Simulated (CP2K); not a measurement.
**GFN1-xTB run of CH3BClFO (SMILES OC(F)BCl)**

Aim: the vertical ionisation energy of CH3BClFO at GFN1-xTB, from 2 runs. 

The calculation is run with CP2K 2026.2.

5 further runs of the same task are left out: 5 set aside as unsound or not needed.

## (1) The molecule

The species is CH3BClFO (8 atoms), meant as a singlet with charge 0. SMILES: `OC(F)BCl`. The shape is that of a PBE0-D4/def2-TZVP optimisation. This is one conformer, not always the lowest.

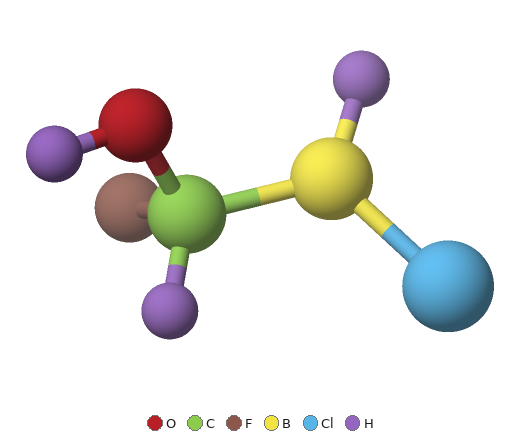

The structure, seen from a chosen angle (oxygen red, carbon green, fluorine brown, boron yellow, chlorine blue, hydrogen purple).

## (2) The energy at GFN1-xTB

molecule.xyz reads:

```xyz
8

O     -0.045500     0.346900     1.395700
C      0.458900     0.058800     0.147300
F      1.315100    -1.045400     0.209200
B     -0.767200    -0.356700    -0.774700
Cl    -1.105700     0.541100    -2.217200
H      0.620500     0.802400     1.920200
H      1.073200     0.877500    -0.246600
H     -1.457200    -1.281600    -0.489900
```

calc.inp reads:

```
&GLOBAL
 PROJECT calc
 RUN_TYPE ENERGY
 PRINT_LEVEL MEDIUM
&END GLOBAL

&FORCE_EVAL
 METHOD QUICKSTEP
 &DFT
  CHARGE 0
  MULTIPLICITY 1
  &QS
   METHOD XTB
   EPS_DEFAULT 1.0E-10
   &XTB
    GFN_TYPE TBLITE
    &TBLITE
     METHOD GFN1
    &END TBLITE
    CHECK_ATOMIC_CHARGES F
   &END XTB
  &END QS
  ! isolated system
  &POISSON
   PERIODIC NONE
   POISSON_SOLVER ANALYTIC
  &END POISSON
  ! self-consistent field
  &SCF
   SCF_GUESS ATOMIC
   EPS_SCF 1.0E-06
   MAX_SCF 150
   ADDED_MOS 4
   &DIAGONALIZATION
    ALGORITHM STANDARD
   &END DIAGONALIZATION
   &MIXING
    METHOD DIRECT_P_MIXING
    ALPHA 0.4
   &END MIXING
   &SMEAR ON
    METHOD FERMI_DIRAC
    ELECTRONIC_TEMPERATURE [K] 300
   &END SMEAR
  &END SCF
  ! extra output
  &PRINT
   &MOMENTS
    PERIODIC F
    REFERENCE COM
    MAX_MOMENT 1
   &END MOMENTS
   &MO ON
    ENERGIES T
    OCCUPATION_NUMBERS T
    NDIGITS 6
    &EACH
     QS_SCF 0
    &END EACH
    ADD_LAST NUMERIC
   &END MO
   &HIRSHFELD OFF
   &END HIRSHFELD
  &END PRINT
 &END DFT
 &SUBSYS
  ! box in angstrom
  &CELL
   ABC [angstrom] 14.8 14.2 16.1
   PERIODIC NONE
  &END CELL
  &TOPOLOGY
   COORD_FILE_NAME molecule.xyz
   COORD_FILE_FORMAT XYZ
   &CENTER_COORDINATES
   &END CENTER_COORDINATES
  &END TOPOLOGY
 &END SUBSYS
&END FORCE_EVAL
```

Started as:

```
$ OMP_NUM_THREADS=1 cp2k.psmp calc.inp > calc.out
```

The program printed:

```text
CP2K| version string:                                       CP2K version 2026.2
[...]
 GLOBAL| Method name                                                        CP2K
[...]
 GLOBAL| Run type                                                         ENERGY
[...]
                             - Atoms:                                          8
[...]
                             - Spherical basis functions:                     31
[...]
 Number of electrons:                                                         30
[...]
  *** SCF run converged in    11 steps ***
[...]
  Fermi energy:                                                -0.33046676393175
[...]
 TB_DIPOLE| Moment [Debye]          0.03389494       1.66234760      -0.07988730
 TB_DIPOLE| Derivative [a.u.]       0.00000000       0.00000000       0.00000000
[...]
 ENERGY| Total FORCE_EVAL ( QS ) energy [hartree]            -19.243261442520176
[...]
```

Run time: 1.4 s. Hardware: 1 thread of Intel Xeon Platinum 8175M at 2.50GHz (Skylake/Cascade Lake), shared host; peak memory 0.19 GiB.

## (3) The doublet cation, same level

molecule.xyz is that of step 2.

job.inp reads:

```
&FORCE_EVAL
    METHOD QUICKSTEP
    &DFT
        CHARGE 1
        MULTIPLICITY 2
        UKS T
        ! Quickstep
        &QS
            METHOD XTB
            EPS_DEFAULT 1.0E-10
            &XTB
                GFN_TYPE TBLITE
                &TBLITE
                    METHOD GFN1
                &END TBLITE
                CHECK_ATOMIC_CHARGES F
            &END XTB
        &END QS
        ! isolated system
        &POISSON
            PERIODIC NONE
            POISSON_SOLVER ANALYTIC
        &END POISSON
        ! self-consistent field
        &SCF
            SCF_GUESS ATOMIC
            EPS_SCF 1.0E-06
            MAX_SCF 150
            ADDED_MOS 4
            &DIAGONALIZATION
                ALGORITHM STANDARD
            &END DIAGONALIZATION
            &MIXING
                METHOD DIRECT_P_MIXING
                ALPHA 0.4
            &END MIXING
            &SMEAR ON
                METHOD FERMI_DIRAC
                ELECTRONIC_TEMPERATURE [K] 300
                FIXED_MAGNETIC_MOMENT 1.0
            &END SMEAR
        &END SCF
        &PRINT
            &MOMENTS
                PERIODIC F
                REFERENCE COM
                MAX_MOMENT 1
            &END MOMENTS
            &MO ON
                ENERGIES T
                OCCUPATION_NUMBERS T
                NDIGITS 6
                &EACH
                    QS_SCF 0
                &END EACH
                ADD_LAST NUMERIC
            &END MO
            &HIRSHFELD OFF
            &END HIRSHFELD
        &END PRINT
    &END DFT
    &SUBSYS
        &CELL
            ABC [angstrom] 14.8 14.2 16.1
            PERIODIC NONE
        &END CELL
        &TOPOLOGY
            COORD_FILE_NAME molecule.xyz
            COORD_FILE_FORMAT XYZ
            &CENTER_COORDINATES
            &END CENTER_COORDINATES
        &END TOPOLOGY
    &END SUBSYS
&END FORCE_EVAL

&GLOBAL
    PROJECT job
    RUN_TYPE ENERGY
    PRINT_LEVEL MEDIUM
&END GLOBAL
```

Started as:

```
$ OMP_NUM_THREADS=1 cp2k.psmp -i job.inp > job.out 2>&1
```

The program printed:

```text
CP2K| version string:                                       CP2K version 2026.2
[...]
 GLOBAL| Method name                                                        CP2K
[...]
 GLOBAL| Run type                                                         ENERGY
[...]
                             - Atoms:                                          8
[...]
                             - Spherical basis functions:                     31
[...]
 Number of electrons:                                                         15
[...]
  *** SCF run converged in    18 steps ***
[...]
  Fermi energy:                                                -0.62754203910283
[...]
 TB_DIPOLE| Moment [Debye]         -1.27409368       1.82883967      -1.49538387
 TB_DIPOLE| Derivative [a.u.]       0.00000000       0.00000000       0.00000000
[...]
 ENERGY| Total FORCE_EVAL ( QS ) energy [hartree]            -18.684694490698245
[...]
```

Run time: 1.2 s. Hardware: 1 thread of Intel Xeon Platinum 8175M at 2.50GHz (Skylake/Cascade Lake), shared host; peak memory 0.19 GiB.

## (4) Outcome

Level: GFN1-xTB.

| quantity | value |
| --- | --- |
| singlet CH3BClFO: total energy | -19.24326 Eh |
| singlet CH3BClFO: dipole moment (from atomic charges alone) | 1.66 D |
| singlet CH3BClFO: HOMO energy | -12.24 eV |
| singlet CH3BClFO: LUMO energy | -8.10 eV |
| singlet CH3BClFO: HOMO–LUMO gap | 4.15 eV |
| singlet CH3BClFO: dispersion energy | -5.72 kJ/mol |
| doublet cation: total energy | -18.68469 Eh |
| doublet cation: HOMO energy (highest over α and β) | -18.50 eV |
| doublet cation: LUMO energy (lowest over α and β) | -18.22 eV |
| doublet cation: dispersion energy | -5.72 kJ/mol |
| vertical ionisation energy (to the doublet cation) | 15.199 eV |

In words: The vertical ionisation energy comes to 15.20 eV (1467 kJ/mol). No empirical shift is applied, and without it xTB methods put this difference several eV too high. The dipole (singlet CH3BClFO) comes from point charges on the atoms alone, without atomic dipoles, so it is partial.
